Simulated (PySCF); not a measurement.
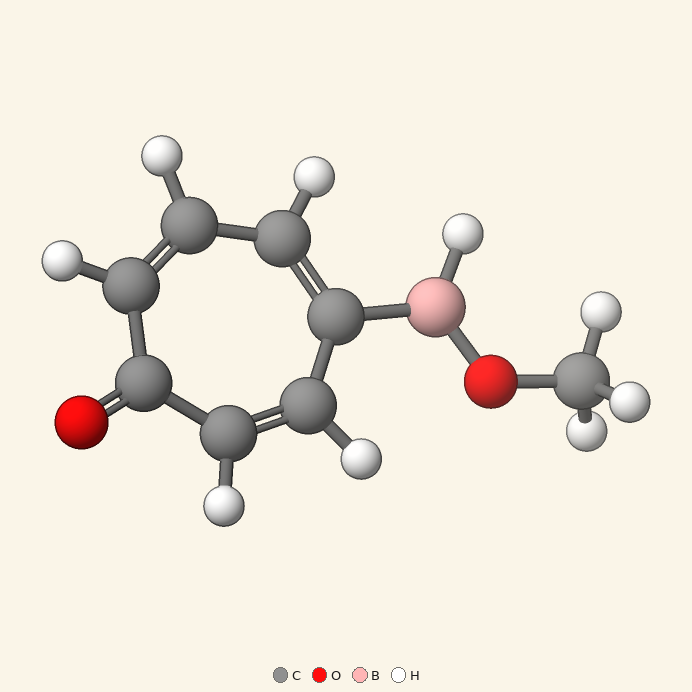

Rendered structure (ball-and-stick style). Double and triple bonds are drawn as two and three sticks.

**What is the molecular formula?**

C8H9BO2, 20 atoms: 8 carbon, 9 hydrogen, 1 boron and 2 oxygen.

**Count the bonded pairs by element.**

8 C–H, 7 C–C, 2 C–O, 1 B–O, 1 C–B, 1 B–H.

**Name some functional groups or characteristic bonds that it holds.**

Among them: B–H bond.

**Describe its rings.**

Independent rings (smallest set): 1 of 7 members, 1 of them aromatic.

The parts below concern this one geometry. Atoms keep their numbers from picture to picture. The computed structure is the end point of a PBE0-D3(BJ)/def2-SVP optimisation. No frequency run is at hand to confirm it as a minimum.

## Geometry

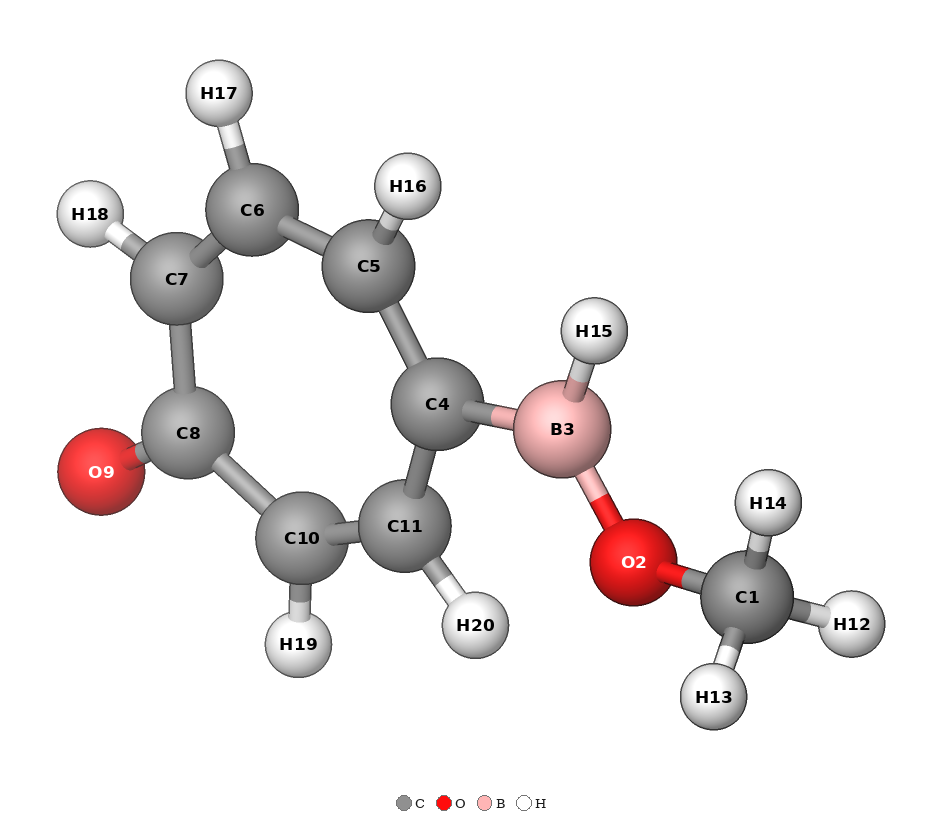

The atoms are numbered. No frequency run is at hand to confirm it as a minimum.

Which atoms are bonded, and how long are the bonds? Leave out bonds to hydrogen.

```tsv
bond	length (Å)	order
C1–O2	1.404	single
O2–B3	1.344	single
B3–C4	1.564	single
C4–C5	1.373	aromatic
C4–C11	1.442	aromatic
C5–C6	1.431	aromatic
C6–C7	1.359	aromatic
C7–C8	1.472	aromatic
C8–O9	1.223	double
C8–C10	1.468	aromatic
C10–C11	1.358	aromatic
```

## Ring current

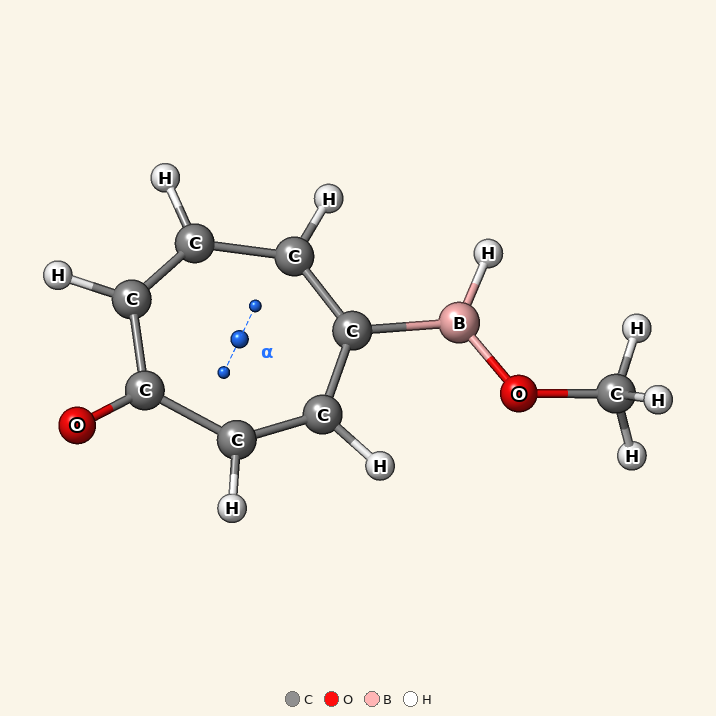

The small points mark where nucleus-independent chemical shifts (NICS) were computed: at the centre of each lettered ring and 1 Å above and below it. No frequency run is at hand to confirm it as a minimum. Method: GIAO PBE0/pcSseg-1 NMR shielding, non-relativistic, gas phase (PySCF 2.14.0).

Give NICS(0), NICS(1) and the out-of-plane component NICS(1)zz for each ring (means of the two sides).

| ring | members | NICS(0) | NICS(1) | NICS(1)zz |
| --- | --- | --- | --- | --- |
| α | C7 | 1.9 | −2.8 | −5.1 |

Values in ppm.

**What do the values say about the ring currents?**

Ring α: weak, as in a non-aromatic ring. NICS is one index among several.

## Spin–spin coupling

No frequency run is at hand to confirm it as a minimum. Method: B3LYP/pcJ-1 indirect spin-spin coupling, non-relativistic, gas phase (PySCF 2.14.0). Isotopes: 11B, 13C, 1H, 17O.

Give the spin–spin coupling constants of these pairs, with the number of bonds between them: O2/B3, B3/C4, B3/H15, B3/C5, B3/C11, B3/C10, B3/H16, B3/H20, B3/H14, B3/H13, B3/C6, B3/H12.

| pair | bonds apart | J (Hz) |
| --- | --- | --- |
| O2, B3 | 1 | −8.2 |
| B3, C4 | 1 | 77.1 |
| B3, H15 | 1 | 147.3 |
| B3, C5 | 2 | 6.2 |
| B3, C11 | 2 | 1.1 |
| B3, C10 | 3 | 4.2 |
| B3, H16 | 3 | 8.7 |
| B3, H20 | 3 | 4.0 |
| B3, H14 | 3 | 5.4 |
| B3, H13 | 3 | 3.4 |
| B3, C6 | 3 | 7.6 |
| B3, H12 | 3 | 3.2 |

## NMR shielding

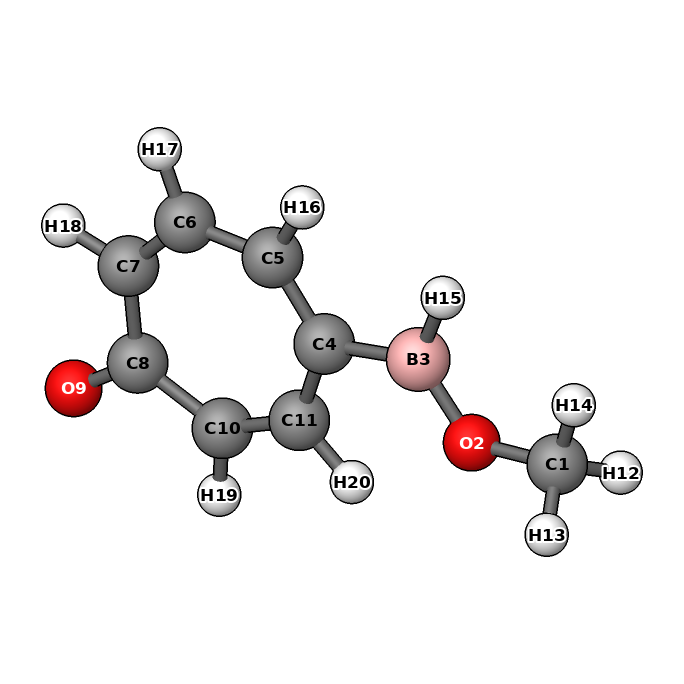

No frequency run is at hand to confirm it as a minimum. Level of theory: GIAO KT2/pcSseg-2 NMR shielding, non-relativistic, gas phase (PySCF 2.14.0). Principal shieldings σ11 ≤ σ22 ≤ σ33, span Ω = σ33 − σ11, skew κ = 3(σiso − σ22)/Ω.

Give the shielding tensors of the C atoms.

| atom | σ11 | σ22 | σ33 | σiso | Ω | κ |
| --- | --- | --- | --- | --- | --- | --- |
| C1 | 81.5 | 92.7 | 180.1 | 118.1 | 98.6 | 0.77 |
| C4 | −46.7 | −5.6 | 164.3 | 37.3 | 211.0 | 0.61 |
| C5 | −73.1 | 28.0 | 142.2 | 32.4 | 215.2 | 0.06 |
| C6 | −62.2 | 56.7 | 156.4 | 50.3 | 218.6 | −0.09 |
| C7 | −51.2 | 31.8 | 117.4 | 32.6 | 168.6 | 0.02 |
| C8 | −66.9 | −13.2 | 86.2 | 2.0 | 153.2 | 0.30 |
| C10 | −46.9 | 38.2 | 117.5 | 36.3 | 164.4 | −0.04 |
| C11 | −63.5 | 45.8 | 163.5 | 48.6 | 227.0 | 0.04 |

Shieldings and span in ppm.
